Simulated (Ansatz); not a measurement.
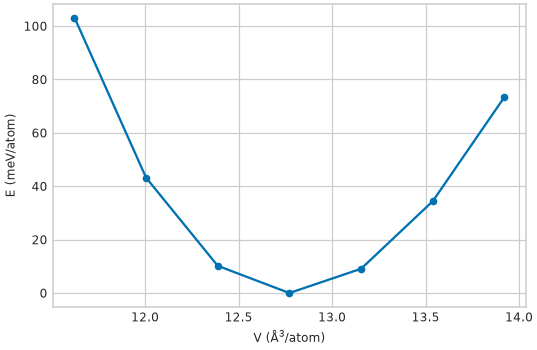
*GaRu3C (anti-perovskite, Pm-3m) under volume change, plane-wave PAW r²SCAN (Ansatz code), scaled uniformly.*

What does a third-order Birch–Murnaghan fit give for V₀, B₀ and B′?

V₀ = 12.77 Å³/atom, B₀ = 267 GPa, B′ = 4.6.

The start of the workflow was typed in or built on a structure type; neither database checked (COD, Materials Project) lists it. Whether it is the stable phase at ambient conditions was not checked. The cell was relaxed with r²SCAN under the symmetry of its start; whether a distortion lowers the energy is not shown. The run is not spin-polarised.

Potentials: the earlier of the program's two PAW sets.
